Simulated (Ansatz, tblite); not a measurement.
**Sn30H36 off sphere (Sn30H36): one state, many levels**

How do method and basis change the picture of Sn30H36 off sphere (Sn30H36) (singlet)?

Method: as each input shows; program: Ansatz 0.2.0, Gaussian basis.

The runs, in order: GFN1-xTB, GFN2-xTB, PBE-D4/def2-SVP, r2SCAN-D4/def2-SVP, B97M-V/def2-SVP, r2SCAN-D4/def2-mTZVP, MP2/def2-SVP.

2 further runs of the same task are left out: 1 for a known fault of the program, 1 set aside as unsound or not needed. Runs told in other sessions of the task aren't counted.

**1. The structure**

The singlet was relaxed beforehand with PBE-D4/def2-SVP.

66 atoms, charge 0, spin multiplicity 1.

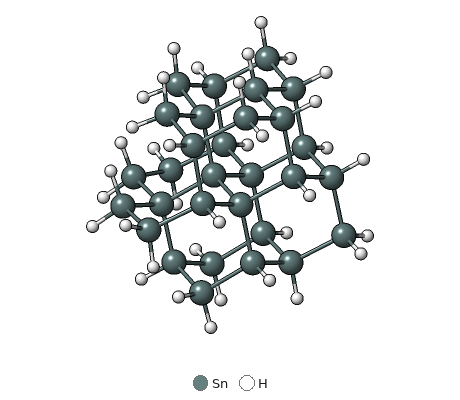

The structure; tin teal, hydrogen white.

Sn takes a core potential in the def2 sets. No spin-orbit coupling is included.

PBE0-D4/def2-SVP was run before; its log isn't repeated, and its numbers join the tables.

**2. GFN1-xTB**

Tight binding, by tblite at 300 K electronic temperature and without a spin-polarisation term:

```python
tblite.interface.Calculator('GFN1-xTB', numbers, positions, charge=0, uhf=0).singlepoint()
```

Energy -2595.1805 eV, HOMO -10.35 eV, LUMO -9.31 eV; 0.88 s.

**3. GFN2-xTB**

Tight binding, by tblite at 300 K electronic temperature and without a spin-polarisation term:

```python
tblite.interface.Calculator('GFN2-xTB', numbers, positions, charge=0, uhf=0).singlepoint()
```

Energy -2238.2519 eV, HOMO -10.75 eV, LUMO -10.14 eV; 2.6 s.

**4. PBE-D4/def2-SVP**

start.molden holds the orbitals of an earlier run on this state, given as this run's starting guess.

File in.yaml:

```yaml
crystal:
  periodic: [false, false, false]
  atoms:
    - {symbol: Sn, position_ang: [-5.037734, -1.588576, 2.167834]}
    - {symbol: Sn, position_ang: [-5.064438, 1.867650, -1.348094]}
    - {symbol: Sn, position_ang: [-1.757390, -4.799503, 2.010696]}
    - {symbol: Sn, position_ang: [1.470123, -4.761310, -1.238371]}
    - {symbol: Sn, position_ang: [-1.753647, 1.760718, -4.516241]}
    - {symbol: Sn, position_ang: [1.465988, -1.467698, -4.513792]}
    - {symbol: Sn, position_ang: [-1.792919, -1.475738, -1.218201]}
    - {symbol: Sn, position_ang: [-1.820017, 1.825484, 2.005599]}
    - {symbol: Sn, position_ang: [1.471008, -1.474977, 2.043038]}
    - {symbol: Sn, position_ang: [1.481287, 1.791332, -1.215910]}
    - {symbol: Sn, position_ang: [-1.866051, 5.066355, -1.347633]}
    - {symbol: Sn, position_ang: [1.599453, 5.041794, 2.158321]}
    - {symbol: Sn, position_ang: [4.758238, -1.477817, -1.235146]}
    - {symbol: Sn, position_ang: [4.801306, 1.745712, 2.018158]}
    - {symbol: Sn, position_ang: [-3.394906, -3.110372, 0.449088]}
    - {symbol: Sn, position_ang: [-3.404289, 0.165516, -2.867548]}
    - {symbol: Sn, position_ang: [-3.535613, 0.284358, 3.639312]}
    - {symbol: Sn, position_ang: [-3.434125, 3.435597, 0.334288]}
    - {symbol: Sn, position_ang: [-0.141052, -3.094998, -2.852351]}
    - {symbol: Sn, position_ang: [-0.145538, -6.426892, 0.367693]}
    - {symbol: Sn, position_ang: [-0.065040, -3.234501, 3.635137]}
    - {symbol: Sn, position_ang: [3.082989, -3.089939, 0.368385]}
    - {symbol: Sn, position_ang: [-0.143562, 0.147289, -6.175319]}
    - {symbol: Sn, position_ang: [-0.159145, 3.407249, -2.862139]}
    - {symbol: Sn, position_ang: [3.095454, 0.136209, -2.851527]}
    - {symbol: Sn, position_ang: [-0.164924, 0.165991, 0.416255]}
    - {symbol: Sn, position_ang: [-0.277327, 3.546439, 3.632285]}
    - {symbol: Sn, position_ang: [3.229437, 0.057659, 3.640605]}
    - {symbol: Sn, position_ang: [3.121601, 3.388161, 0.451161]}
    - {symbol: Sn, position_ang: [6.425871, 0.135293, 0.371863]}
    - {symbol: H, position_ang: [-5.871903, -2.660877, 3.255800]}
    - {symbol: H, position_ang: [-6.245100, -0.744919, 1.247691]}
    - {symbol: H, position_ang: [-5.951901, 2.907756, -2.424239]}
    - {symbol: H, position_ang: [-6.224234, 0.956095, -0.431834]}
    - {symbol: H, position_ang: [-2.771683, -5.796752, 3.022989]}
    - {symbol: H, position_ang: [2.498164, -5.727925, -2.266516]}
    - {symbol: H, position_ang: [-2.776318, 2.785026, -5.494392]}
    - {symbol: H, position_ang: [2.494573, -2.496480, -5.480165]}
    - {symbol: H, position_ang: [-2.905277, 5.948902, -2.428683]}
    - {symbol: H, position_ang: [-0.958710, 6.229521, -0.431324]}
    - {symbol: H, position_ang: [0.759285, 6.245428, 1.229938]}
    - {symbol: H, position_ang: [2.669334, 5.880745, 3.245069]}
    - {symbol: H, position_ang: [5.725338, -2.506267, -2.262545]}
    - {symbol: H, position_ang: [5.800416, 2.757659, 3.030917]}
    - {symbol: H, position_ang: [-4.409243, -4.105822, -0.565427]}
    - {symbol: H, position_ang: [-4.382367, -0.869403, -3.877874]}
    - {symbol: H, position_ang: [-4.607939, 1.358953, 4.489939]}
    - {symbol: H, position_ang: [-2.595245, -0.553333, 4.835752]}
    - {symbol: H, position_ang: [-4.438215, 4.440700, 1.348553]}
    - {symbol: H, position_ang: [-1.181371, -4.081276, -3.850466]}
    - {symbol: H, position_ang: [-1.136804, -7.447043, -0.631328]}
    - {symbol: H, position_ang: [0.846121, -7.470473, 1.342968]}
    - {symbol: H, position_ang: [1.028236, -4.271588, 4.505739]}
    - {symbol: H, position_ang: [-0.982177, -2.348658, 4.815481]}
    - {symbol: H, position_ang: [4.078640, -4.089196, 1.399351]}
    - {symbol: H, position_ang: [-1.134865, -0.840582, -7.207257]}
    - {symbol: H, position_ang: [0.848662, 1.136427, -7.205053]}
    - {symbol: H, position_ang: [0.876535, 4.386152, -3.871014]}
    - {symbol: H, position_ang: [4.084708, 1.174382, -3.849018]}
    - {symbol: H, position_ang: [0.558024, 2.609198, 4.832881]}
    - {symbol: H, position_ang: [-1.351127, 4.622607, 4.478828]}
    - {symbol: H, position_ang: [2.340902, 0.978143, 4.816274]}
    - {symbol: H, position_ang: [4.261222, -1.036379, 4.516499]}
    - {symbol: H, position_ang: [4.124011, 4.394243, -0.564944]}
    - {symbol: H, position_ang: [7.473091, -0.856897, 1.342558]}
    - {symbol: H, position_ang: [7.441381, 1.129648, -0.628895]}
basis:
  gaussian: {orbitals: def2-SVP, fitting: {mean_field: def2-universal-jkfit}, initial_orbitals: start.molden}
hamiltonian: {xc: pbe, dispersion: d4}
scf: {omitted_lower_state_checks: [starts]}
output: {forces: true, orbitals: {seedname: orbitals}}
```

Command:

```bash
> ansatz run in.yaml --threads 11 --pin off --events-out ev --progress --plain --max-ram 174080MiB --backend cuda --devices 0, --max-vram 75GiB
```

The log of the run:

```text
Functional definition: PBE
  name "PBE"
  cite "Perdew, Burke & Ernzerhof, Phys. Rev. Lett. 77, 3865 (1996) doi:10.1103/PhysRevLett.77.3865"
  parent pbe
  parameter kappa = 0.804
  parameter beta = 0.06672455060314922
  exchange = pbe_x(kappa = kappa, mu = beta*pi^2/3)
  correlation = pbe_c(beta = beta)
these checks for a lower state are left out or cut short: starts
7188 factors; integrals over basis functions are off by at most 3.3e-1 eV
mean field evaluation 1: about -175543.8283 eV, gradient 1.5e1 eV
mean field evaluation 2: about -175544.8420 eV, gradient 8.5e-1 eV
mean field evaluation 4: about -175544.8325 eV, gradient 7.3e-2 eV
mean field -175544.83254188 eV, -6451.1536073531 hartree, gradient 5.0e-5 eV, S^2 0.000000; 0 other end points of the search recorded, 0 dependent functions left out
the calculation of the forces begins
reference -175544.83270398 eV, -6451.1536133102 hartree; 348, 348 occupied and 612, 612 virtual orbitals, 7188 factors
Total energy: -175550.58486006 eV, -6451.3650011471 hartree
Atom 0 at    -5.037734    -1.588576     2.167834 Å, force    -0.005915    -0.001812     0.001339 eV/Å
Atom 1 at    -5.064438     1.867650    -1.348094 Å, force    -0.002920     0.001069     0.000737 eV/Å
Atom 2 at    -1.757390    -4.799503     2.010696 Å, force     0.005138    -0.001726     0.000274 eV/Å
Atom 3 at     1.470123    -4.761310    -1.238371 Å, force     0.002274    -0.002408     0.003878 eV/Å
Atom 4 at    -1.753647     1.760718    -4.516241 Å, force     0.001476    -0.000632    -0.003158 eV/Å
Atom 5 at     1.465988    -1.467698    -4.513792 Å, force    -0.001243     0.001309    -0.001124 eV/Å
Atom 6 at    -1.792919    -1.475738    -1.218201 Å, force    -0.003195    -0.000655     0.003307 eV/Å
Atom 7 at    -1.820017     1.825484     2.005599 Å, force    -0.002151     0.001037    -0.002878 eV/Å
Atom 8 at     1.471008    -1.474977     2.043038 Å, force     0.008312    -0.007490     0.006753 eV/Å
Atom 9 at     1.481287     1.791332    -1.215910 Å, force     0.000097     0.004535     0.002554 eV/Å
Atom 10 at    -1.866051     5.066355    -1.347633 Å, force    -0.002292     0.002964     0.003357 eV/Å
Atom 11 at     1.599453     5.041794     2.158321 Å, force     0.000843     0.007791     0.003547 eV/Å
Atom 12 at     4.758238    -1.477817    -1.235146 Å, force     0.001965    -0.000927     0.001159 eV/Å
Atom 13 at     4.801306     1.745712     2.018158 Å, force    -0.000129    -0.003008     0.001924 eV/Å
Atom 14 at    -3.394906    -3.110372     0.449088 Å, force    -0.000632     0.003472     0.002105 eV/Å
Atom 15 at    -3.404289     0.165516    -2.867548 Å, force    -0.004450     0.004693    -0.002085 eV/Å
Atom 16 at    -3.535613     0.284358     3.639312 Å, force    -0.005746    -0.000546     0.005410 eV/Å
Atom 17 at    -3.434125     3.435597     0.334288 Å, force    -0.002000     0.003185    -0.006965 eV/Å
Atom 18 at    -0.141052    -3.094998    -2.852351 Å, force     0.002163     0.000015    -0.001762 eV/Å
Atom 19 at    -0.145538    -6.426892     0.367693 Å, force    -0.004860    -0.001763    -0.000619 eV/Å
Atom 20 at    -0.065040    -3.234501     3.635137 Å, force     0.000767    -0.000308     0.003931 eV/Å
Atom 21 at     3.082989    -3.089939     0.368385 Å, force    -0.000176     0.002247    -0.002357 eV/Å
Atom 22 at    -0.143562     0.147289    -6.175319 Å, force    -0.000375     0.000479     0.000613 eV/Å
Atom 23 at    -0.159145     3.407249    -2.862139 Å, force    -0.001055     0.002113    -0.005988 eV/Å
Atom 24 at     3.095454     0.136209    -2.851527 Å, force     0.003622    -0.004084     0.000867 eV/Å
Atom 25 at    -0.164924     0.165991     0.416255 Å, force    -0.000002     0.000645    -0.002535 eV/Å
Atom 26 at    -0.277327     3.546439     3.632285 Å, force     0.002611     0.005550     0.004989 eV/Å
Atom 27 at     3.229437     0.057659     3.640605 Å, force    -0.001986    -0.002423    -0.000209 eV/Å
Atom 28 at     3.121601     3.388161     0.451161 Å, force    -0.003327    -0.001175    -0.000484 eV/Å
Atom 29 at     6.425871     0.135293     0.371863 Å, force     0.000572     0.002692    -0.004265 eV/Å
Atom 30 at    -5.871903    -2.660877     3.255800 Å, force     0.006240     0.005644    -0.005895 eV/Å
Atom 31 at    -6.245100    -0.744919     1.247691 Å, force     0.004328    -0.006470     0.003991 eV/Å
Atom 32 at    -5.951901     2.907756    -2.424239 Å, force     0.001845    -0.003180     0.002118 eV/Å
Atom 33 at    -6.224234     0.956095    -0.431834 Å, force     0.001018    -0.001637     0.001005 eV/Å
Atom 34 at    -2.771683    -5.796752     3.022989 Å, force     0.000999    -0.000162    -0.001975 eV/Å
Atom 35 at     2.498164    -5.727925    -2.266516 Å, force    -0.001888     0.000246    -0.000485 eV/Å
Atom 36 at    -2.776318     2.785026    -5.494392 Å, force     0.002588    -0.002108     0.000777 eV/Å
Atom 37 at     2.494573    -2.496480    -5.480165 Å, force    -0.001298     0.000624     0.000620 eV/Å
Atom 38 at    -2.905277     5.948902    -2.428683 Å, force     0.003429    -0.000959     0.002754 eV/Å
Atom 39 at    -0.958710     6.229521    -0.431324 Å, force     0.000830    -0.001273    -0.000569 eV/Å
Atom 40 at     0.759285     6.245428     1.229938 Å, force     0.006402    -0.005761     0.005124 eV/Å
Atom 41 at     2.669334     5.880745     3.245069 Å, force    -0.006116    -0.006940    -0.006213 eV/Å
Atom 42 at     5.725338    -2.506267    -2.262545 Å, force    -0.000726     0.001976    -0.000715 eV/Å
Atom 43 at     5.800416     2.757659     3.030917 Å, force    -0.000030    -0.000525    -0.001526 eV/Å
Atom 44 at    -4.409243    -4.105822    -0.565427 Å, force     0.000096    -0.000621     0.001334 eV/Å
Atom 45 at    -4.382367    -0.869403    -3.877874 Å, force     0.000247    -0.000326     0.000279 eV/Å
Atom 46 at    -4.607939     1.358953     4.489939 Å, force     0.005303    -0.004892    -0.003495 eV/Å
Atom 47 at    -2.595245    -0.553333     4.835752 Å, force    -0.002882     0.005473    -0.001398 eV/Å
Atom 48 at    -4.438215     4.440700     1.348553 Å, force     0.001205    -0.002024    -0.000846 eV/Å
Atom 49 at    -1.181371    -4.081276    -3.850466 Å, force    -0.000113     0.000298    -0.000240 eV/Å
Atom 50 at    -1.136804    -7.447043    -0.631328 Å, force    -0.000266     0.001192    -0.002236 eV/Å
Atom 51 at     0.846121    -7.470473     1.342968 Å, force     0.000381     0.001291    -0.000773 eV/Å
Atom 52 at     1.028236    -4.271588     4.505739 Å, force    -0.003940     0.003557    -0.001426 eV/Å
Atom 53 at    -0.982177    -2.348658     4.815481 Å, force     0.000285    -0.000278     0.000203 eV/Å
Atom 54 at     4.078640    -4.089196     1.399351 Å, force    -0.001051     0.001797    -0.000660 eV/Å
Atom 55 at    -1.134865    -0.840582    -7.207257 Å, force     0.001899     0.000486     0.002266 eV/Å
Atom 56 at     0.848662     1.136427    -7.205053 Å, force    -0.000255    -0.001396     0.001503 eV/Å
Atom 57 at     0.876535     4.386152    -3.871014 Å, force    -0.000002    -0.000404     0.000376 eV/Å
Atom 58 at     4.084708     1.174382    -3.849018 Å, force    -0.000421    -0.000392     0.000050 eV/Å
Atom 59 at     0.558024     2.609198     4.832881 Å, force    -0.004420     0.002970    -0.001682 eV/Å
Atom 60 at    -1.351127     4.622607     4.478828 Å, force     0.003462    -0.004465    -0.003305 eV/Å
Atom 61 at     2.340902     0.978143     4.816274 Å, force     0.000236     0.000131     0.000271 eV/Å
Atom 62 at     4.261222    -1.036379     4.516499 Å, force    -0.003404     0.004494    -0.002230 eV/Å
Atom 63 at     4.124011     4.394243    -0.564944 Å, force    -0.000305    -0.000496     0.002641 eV/Å
Atom 64 at     7.473091    -0.856897     1.342558 Å, force    -0.000961    -0.000360    -0.000787 eV/Å
Atom 65 at     7.441381     1.129648    -0.628895 Å, force    -0.000103    -0.000348    -0.001170 eV/Å
Dipole moment:     0.012352    -0.011095    -0.035963 e Å
Checks for a lower state left out: starts
```

Wall time 11 s (1 × H100 with 11 threads of AMD EPYC 7R13, shared host); peak host memory 1.9 GiB.

Report: HOMO -5.70 eV, LUMO -3.09 eV.

**5. r2SCAN-D4/def2-SVP**

in.yaml: that of step 4 with these lines changed.

```diff
@@ -71,4 +71,4 @@
   gaussian: {orbitals: def2-SVP, fitting: {mean_field: def2-universal-jkfit}, initial_orbitals: start.molden}
-hamiltonian: {xc: pbe, dispersion: d4}
+hamiltonian: {xc: r2scan, dispersion: d4}
 scf: {omitted_lower_state_checks: [starts]}
-output: {forces: true, orbitals: {seedname: orbitals}}
+output: {orbitals: {seedname: orbitals}}
```

Launched as before.

The log of the run:

```text
Functional definition: r2SCAN
  name "r2SCAN"
  cite "Furness, Kaplan, Ning, Perdew & Sun, J. Phys. Chem. Lett. 11, 8208 (2020) doi:10.1021/acs.jpclett.0c02405"
  cite "Furness, Kaplan, Ning, Perdew & Sun, J. Phys. Chem. Lett. 11, 9248 (2020) doi:10.1021/acs.jpclett.0c03077"
  parent r2scan
  parameter k0 = 0.174
  parameter k1 = 0.065
  parameter a1 = 4.9479
  exchange = r2scan_x(k0 = k0, k1 = k1, a1 = a1)
  correlation = r2scan_c
these checks for a lower state are left out or cut short: starts
7188 factors; integrals over basis functions are off by at most 3.3e-1 eV
mean field evaluation 1: about -175615.1912 eV, gradient 1.2e1 eV
mean field evaluation 2: about -175615.6140 eV, gradient 4.4e-1 eV
mean field evaluation 4: about -175615.6431 eV, gradient 1.7e-3 eV
mean field -175615.64311214 eV, -6453.7558478130 hartree, gradient 1.8e-5 eV, S^2 0.000000; 0 other end points of the search recorded, 0 dependent functions left out
reference -175615.64315783 eV, -6453.7558494919 hartree; 348, 348 occupied and 612, 612 virtual orbitals, 7188 factors
Total energy: -175617.27794818 eV, -6453.8159269293 hartree
Checks for a lower state left out: starts
```

Run time: 9 s. Hardware: 1 × H100 with 11 threads of AMD EPYC 7R13, shared host; peak host memory 1.9 GiB.

From the report: HOMO -5.92 eV, LUMO -2.95 eV.

**6. B97M-V/def2-SVP**

in.yaml: that of step 5 with these lines changed.

```diff
@@ -71,3 +71,3 @@
   gaussian: {orbitals: def2-SVP, fitting: {mean_field: def2-universal-jkfit}, initial_orbitals: start.molden}
-hamiltonian: {xc: r2scan, dispersion: d4}
+hamiltonian: {xc: {name: B97M-V}}
 scf: {omitted_lower_state_checks: [starts]}
```

Same command.

The log of the run (excerpt; [...] marks lines left out):

```text
Functional definition: B97M-V
  name "B97M-V"
  cite "Mardirossian & Head-Gordon, J. Chem. Phys. 142, 074111 (2015) doi:10.1063/1.4907719"
  cite "Becke, J. Chem. Phys. 107, 8554 (1997) doi:10.1063/1.475007"
  cite "Vydrov & Van Voorhis, J. Chem. Phys. 133, 244103 (2010) doi:10.1063/1.3521275"
  # Of w^i u^j: cxij and so on, Table III.
[...]
  gx(w, u) = cx00 + cx01*u + cx02*u^2 + (cx10 + cx11*u)*w
  gss(w, u) = css00 + css02*u^2 + css10*w + (css32*w^3 + css42*w^4)*u^2
  gos(w, u) = cos00 + cos01*u + cos03*u^3 + cos10*w + cos32*w^3*u^2
[...]
      + integral(e_c_pw_mod_opposite_spin*gos(b97_w_opposite, b97_u_opposite)) + vv10(b, c)
[...]
7188 factors; integrals over basis functions are off by at most 3.3e-1 eV
[...]
mean field -175548.67492189 eV, -6451.2948122140 hartree, gradient 1.3e-5 eV, S^2 0.000000; 0 other end points of the search recorded, 0 dependent functions left out
reference -175548.67514840 eV, -6451.2948205379 hartree; 348, 348 occupied and 612, 612 virtual orbitals, 7188 factors
Total energy: -175548.67514840 eV, -6451.2948205379 hartree
Checks for a lower state left out: starts
```

It took 14 s on 1 × H100 with 11 threads of AMD EPYC 7R13, shared host; peak host memory 2.3 GiB.

HOMO -5.99 eV, LUMO -2.83 eV.

**7. r2SCAN-D4/def2-mTZVP**

in.yaml: that of step 6 with these lines changed.

```diff
@@ -70,4 +70,4 @@
 basis:
-  gaussian: {orbitals: def2-SVP, fitting: {mean_field: def2-universal-jkfit}, initial_orbitals: start.molden}
-hamiltonian: {xc: {name: B97M-V}}
+  gaussian: {orbitals: def2-mTZVP, fitting: {mean_field: def2-universal-jkfit}, initial_orbitals: start.molden}
+hamiltonian: {xc: r2scan, dispersion: d4}
 scf: {omitted_lower_state_checks: [starts]}
```

Same command.

The log of the run (excerpt; [...] marks lines left out):

```text
Functional definition: r2SCAN
  name "r2SCAN"
  cite "Furness, Kaplan, Ning, Perdew & Sun, J. Phys. Chem. Lett. 11, 8208 (2020) doi:10.1021/acs.jpclett.0c02405"
  cite "Furness, Kaplan, Ning, Perdew & Sun, J. Phys. Chem. Lett. 11, 9248 (2020) doi:10.1021/acs.jpclett.0c03077"
  parent r2scan
[...]
7188 factors; integrals over basis functions are off by at most 6.1e-1 eV
[...]
mean field -175618.40019105 eV, -6453.8571685939 hartree, gradient 1.4e-5 eV, S^2 0.000000; 0 other end points of the search recorded, 0 dependent functions left out
reference -175618.40025958 eV, -6453.8571711126 hartree; 348, 348 occupied and 840, 840 virtual orbitals, 7188 factors
Total energy: -175620.03504994 eV, -6453.9172485500 hartree
Checks for a lower state left out: starts
```

Wall time 12 s (1 × H100 with 11 threads of AMD EPYC 7R13, shared host); peak host memory 1.9 GiB.

From the report: HOMO -5.99 eV, LUMO -3.04 eV.

**8. MP2/def2-SVP**

in.yaml: that of step 7 with these lines changed.

```diff
@@ -70,4 +70,4 @@
 basis:
-  gaussian: {orbitals: def2-mTZVP, fitting: {mean_field: def2-universal-jkfit}, initial_orbitals: start.molden}
-hamiltonian: {xc: r2scan, dispersion: d4}
+  gaussian: {orbitals: def2-SVP, initial_orbitals: start.molden}
+correlation: {method: mp2}
 scf: {omitted_lower_state_checks: [starts]}
```

Launched as before.

The log of the run:

```text
Functional definition: HF
  name "HF"
  cite "Fock, Z. Phys. 61, 126 (1930) doi:10.1007/BF01340294"
  parent pbe
  exchange = exact_x
  correlation = 0
these checks for a lower state are left out or cut short: starts
12096 factors; integrals over basis functions are off by at most 4.3e-4 eV
mean field evaluation 1: about -174744.1131 eV, gradient 4.1e1 eV
mean field evaluation 2: about -174751.5373 eV, gradient 4.8e0 eV
mean field evaluation 4: about -174751.8344 eV, gradient 6.7e-1 eV
mean field evaluation 8: about -174751.8349 eV, gradient 2.2e-5 eV
mean field -174751.83491751 eV, -6422.0114821706 hartree, gradient 1.4e-6 eV, S^2 0.000000; 0 other end points of the search recorded, 0 dependent functions left out
120 core orbitals not correlated: weight in the atoms' cores, before any rotation towards them, 1.000 or more for the frozen orbitals, at most 0.000 for the correlated occupied ones
reference -174751.83491751 eV, -6422.0114821706 hartree; 228, 228 occupied and 612, 612 virtual orbitals, 12096 factors
second order -91.79951215 eV of doubles, -0.00000000 eV of singles
Total energy: -174843.63442966 eV, -6425.3850520180 hartree
Checks for a lower state left out: starts
```

It took 34 s on 1 × H100 with 11 threads of AMD EPYC 7R13, shared host; peak host memory 12 GiB.

Report: Hartree-Fock HOMO -8.19 eV, LUMO 0.64 eV.

**9. Levels side by side**

| level | functions | HOMO (eV) | LUMO (eV) | gap (eV) | time |
| --- | --- | --- | --- | --- | --- |
| PBE-D4/def2-SVP | 960 | -5.70 | -3.09 | 2.61 | 11 s |
| r2SCAN-D4/def2-SVP | 960 | -5.92 | -2.95 | 2.97 | 9 s |
| r2SCAN-D4/def2-mTZVP | 1188 | -5.99 | -3.04 | 2.95 | 12 s |
| B97M-V/def2-SVP | 960 | -5.99 | -2.83 | 3.17 | 14 s |
| PBE0-D4/def2-SVP | 960 | -6.50 | -2.41 | 4.08 | 20 s |

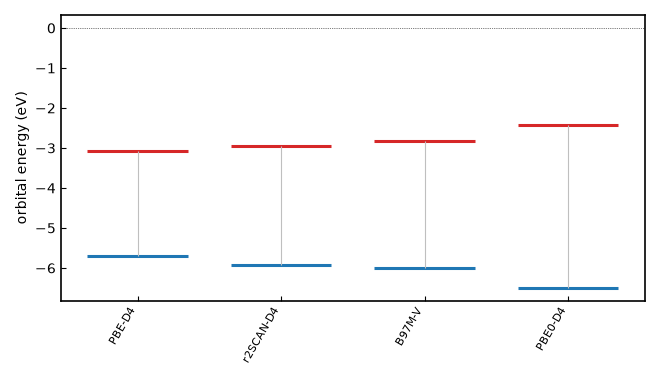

Highest filled (blue) and lowest empty (red) level in def2-SVP.

The pieces so far (eV):

| basis | HF | MP2 correlation | total |
| --- | --- | --- | --- |
| def2-SVP | -174751.8349 | -91.7995 | -174843.6344 (MP2) |

**10. Binding energy**

Free atoms were run apart at each level; binding is atoms less cluster, divided by the number of atoms, without zero-point or spin-orbit terms.

| level | binding an atom (eV) |
| --- | --- |
| HF/def2-SVP | 1.630 |
| PBE-D4/def2-SVP | 2.513 |
| r2SCAN-D4/def2-SVP | 2.501 |
| r2SCAN-D4/def2-mTZVP | 2.475 |
| B97M-V/def2-SVP | 2.566 |
| PBE0-D4/def2-SVP | 2.507 |
| MP2/def2-SVP | 2.327 |

**11. What came out**

| quantity | value |
| --- | --- |
| gap in def2-SVP, named functionals, smallest and largest | 2.61 eV (PBE-D4), 4.08 eV (PBE0-D4) |
| correlation energy, MP2/def2-SVP | -91.80 eV |
| binding an atom, functionals in def2-SVP | 2.50 (r2SCAN-D4) to 2.57 eV (B97M-V) |

In words: Over the named functionals in def2-SVP the gap runs from 2.61 eV (PBE-D4) to 4.08 eV (PBE0-D4); exact exchange widens it.

The slowest run with a step of its own, MP2/def2-SVP, took 34 s; the quickest functional in def2-SVP took 9 s (shared host).
